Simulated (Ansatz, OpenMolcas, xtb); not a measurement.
How methods differ on GeH2O2 (SMILES [OH][Ge][OH])

GeH2O2: 5 atoms, total charge 0, spin state singlet. As SMILES, `[OH][Ge][OH]`. Geometry: relaxed at PBE0-D4/def2-TZVP. This is one conformer, not always the lowest.

Quantity: the vertical energy of the triplet above the singlet, in eV. The values are calculated.

```json
{"level": "GFN0-xTB", "kind": "semi-empirical", "program": "xtb", "value (eV)": "3.92", "less CCSD(T)/def2-SVPD": "+0.28", "CPU time (all runs)": "under 2 s"}
{"level": "SVWN5/def2-SVPD", "kind": "LDA", "program": "Ansatz", "value (eV)": "4.02", "less CCSD(T)/def2-SVPD": "+0.38", "CPU time (all runs)": "5.7 s"}
{"level": "BLYP/def2-SVPD", "kind": "GGA", "program": "Ansatz", "value (eV)": "4.02", "less CCSD(T)/def2-SVPD": "+0.38", "CPU time (all runs)": "9.2 s"}
{"level": "r2SCAN/def2-SVPD", "kind": "meta-GGA", "program": "Ansatz", "value (eV)": "3.60", "less CCSD(T)/def2-SVPD": "-0.04", "CPU time (all runs)": "16 s"}
{"level": "M06-2X/def2-SVPD", "kind": "hybrid meta-GGA", "program": "OpenMolcas", "value (eV)": "3.47", "less CCSD(T)/def2-SVPD": "-0.17", "CPU time (all runs)": "100 s"}
{"level": "HSE06/def2-SVPD", "kind": "range-separated hybrid", "program": "Ansatz", "value (eV)": "3.65", "less CCSD(T)/def2-SVPD": "+0.01", "CPU time (all runs)": "11 s"}
{"level": "B2PLYP/def2-SVPD", "kind": "double hybrid", "program": "Ansatz", "value (eV)": "3.82", "less CCSD(T)/def2-SVPD": "+0.18", "CPU time (all runs)": "17 s"}
{"level": "RPA@PBE/def2-SVPD", "kind": "RPA", "program": "Ansatz", "value (eV)": "3.70", "less CCSD(T)/def2-SVPD": "+0.06", "CPU time (all runs)": "16 s"}
{"level": "CCSD(T)/def2-SVPD", "kind": "coupled cluster or CI", "program": "Ansatz", "value (eV)": "3.64", "less CCSD(T)/def2-SVPD": "0.00", "CPU time (all runs)": "81 s"}
```

Differences are taken from CCSD(T)/def2-SVPD for orientation; it has basis-set and higher-order errors of its own. All-electron rows without a relativistic Hamiltonian named are non-relativistic. The values span 3.47 to 4.02 eV. GFN0-xTB: no spin polarisation, so open shells miss the exchange term that lowers them. In the correlated wave-function rows the outer d shell of Ge is correlated, in sets not made for it. Times are those of the runs behind each value, whatever else they computed, on shared processors of several kinds: orders of magnitude only.

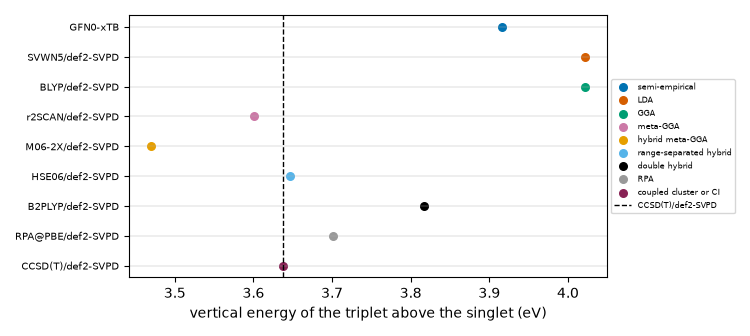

The values of the table, level by level.
